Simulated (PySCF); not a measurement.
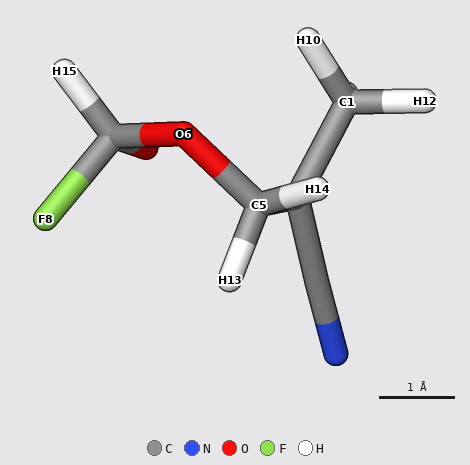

Fig. 1: The structure (stick view, seen at a tilt; atoms are numbered from 1 in the order of the input). Bond lengths as drawn: C–C 1.37 to 1.50 Å, C–F 1.50 Å, C–H 1.09 to 1.12 Å, C–N 1.17 Å and C–O 1.26 to 1.42 Å.

C5H6FNO2 (charge −1): EPR calculation

C5H6FNO2, charge −1, multiplicity 2, computed with UKS B3LYP, pcH-1 on C F H N O, non-relativistic, mean-field spin-orbit, GIAO (PySCF 2.14.0).

It belongs to a series of runs on one base structure; here: electron added.

**Output**
```
UKS, coarse grid
  cycle   1  E = -498.93504046  |g| = 8.64e-01
  cycle   2  E = -498.18748198  |g| = 1.62e+00
  cycle   3  E = -499.16525892  |g| = 3.13e-01
  cycle   4  E = -499.20301086  |g| = 9.31e-02
  cycle   5  E = -499.20534439  |g| = 3.41e-02
  cycle   6  E = -499.20578610  |g| = 1.48e-02
  cycle   7  E = -499.20585554  |g| = 8.46e-03
  cycle   8  E = -499.20588681  |g| = 2.50e-03
  cycle   9  E = -499.20589112  |g| = 1.12e-03
  cycle  10  E = -499.20589248  |g| = 4.46e-04
UKS, final grid
  cycle   1  E = -499.20586203  |g| = 6.60e-04
  cycle   2  E = -499.20586166  |g| = 1.29e-03
  cycle   3  E = -499.20586224  |g| = 2.00e-04
  cycle   4  E = -499.20586226  |g| = 9.82e-05
  cycle   5  E = -499.20586228  |g| = 7.58e-05
  cycle   6  E = -499.20586228  |g| = 2.43e-05
E = -499.20586228 Eh   <S^2> = 0.7587 (exact 0.7500)
g shifts (ppm)      1          2          3
  rmc          -226       -226       -226
  gc             -5         94         55
  oz_so          63       1329       2492
  total        -168       1196       2321
hyperfine (MHz)  atom isotope    a_iso     a_fc   dipolar eigenvalues
    0   13C     -22.45     -22.45     -1.12     -0.24      1.36
    1   13C     121.03     121.03    -56.11    -55.84    111.95
    2   13C     -46.02     -46.02     -8.48     -4.50     12.98
    3   14N       7.45       7.45    -13.82    -11.05     24.87
    4   13C     -21.17     -21.17     -0.80     -0.62      1.42
    5   17O       6.30       6.30    -11.47      5.64      5.83
    6   13C     -16.52     -16.52     -2.34     -1.28      3.63
    7   19F     -21.53     -21.53     -5.01     -0.30      5.31
    8   17O     -72.48     -72.48    -73.81     35.87     37.93
    9    1H      15.22      15.22     -3.76     -2.39      6.15
   10    1H      16.82      16.82     -3.90     -2.53      6.43
   11    1H      60.56      60.56     -3.48     -2.79      6.27
   12    1H       3.14       3.14     -3.99     -2.38      6.36
   13    1H      58.17      58.17     -3.55     -2.55      6.10
   14    1H      53.96      53.96     -2.21     -1.53      3.74
```

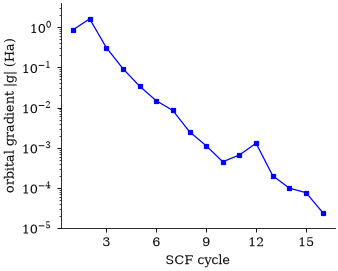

Fig. 2: Convergence of the self-consistent field: orbital gradient |g| against the SCF cycle. All cycles printed in the log are drawn one after another.

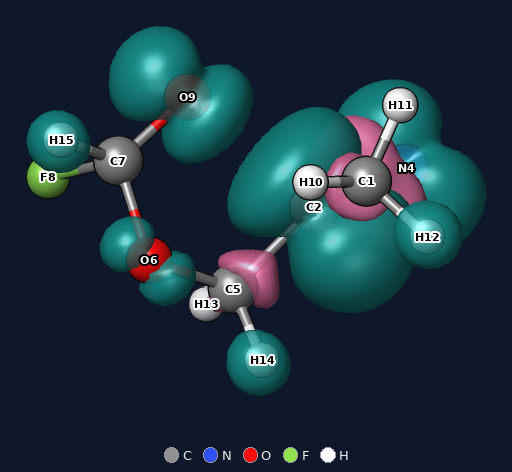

Fig. 3: Isosurfaces of the spin density (α minus β) at +0.015 (teal) and −0.015 e/Å³ (pink), seen from the side. The unpaired spin (1 electron) lies mostly on C2 (about 0.4), N4 (about 0.2) and O9 (about 0.2), in electrons by Hirshfeld's partition.

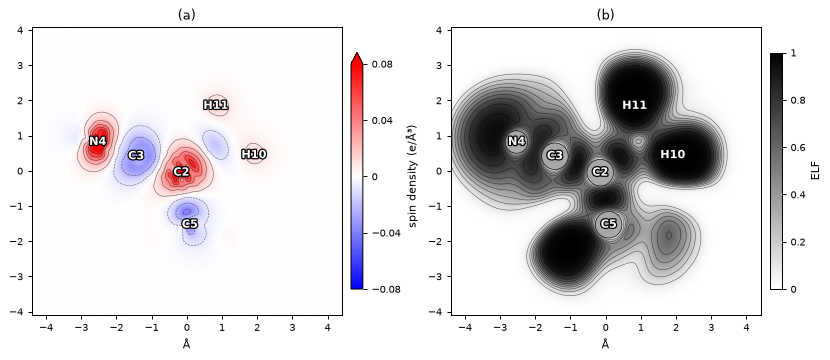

Fig. 4: (a) spin density (α minus β); (b) ELF on the plane of atoms C3, C2 and C5. Grey discs, where drawn, cover atomic cores. C–N (1.17 Å): the ELF peaks at about 0.85 between the atoms (a multiple bond by its length, whose ELF region spreads away from the axis). C–C (1.37 Å): the ELF peaks at about 0.95 between the atoms, which marks a shared electron pair. C–C (1.50 Å): the ELF peaks at about 0.95 between the atoms (a covalent bond). The unpaired spin (1 electron) lies mostly on C2 (about 0.4), N4 (about 0.2) and O9 (about 0.2), in electrons by Hirshfeld's partition.

The run was set up as follows.

**Input**
```
{"job": {"kind": "epr", "basis": "pcH-1"}, "charge": -1, "multiplicity": 2}
C     -1.530087     0.723935     0.501790
C     -0.699846    -0.162919    -0.378712
C     -1.287400    -1.241949    -0.982525
N     -1.809321    -2.141068    -1.509876
C      0.556111     0.408535    -0.964783
O      1.485034     0.777750     0.040017
C      1.629458    -0.283757     0.942628
F      2.652528    -1.160313     0.290144
O      0.589540    -0.917319     1.251167
H     -0.873844     1.334304     1.119081
H     -2.165369     0.124106     1.149778
H     -2.167435     1.386795    -0.098227
H      1.016929    -0.319005    -1.648053
H      0.353765     1.341796    -1.512162
H      2.245521     0.137099     1.777822
```

The first line tells a small driver script what to run in PySCF; the rest is the geometry in Å.

Launch command:
```bash
OMP_NUM_THREADS=1 python <driver script> task.json out
```

**Key numbers**

```csv
quantity,value
outcome,converged
total energy,−499.205862 hartree
⟨S²⟩,0.759
isotropic g,2.0034
hardware,"1 CPU thread, shared host"
wall time,93 s
peak memory,1.1 GiB
```
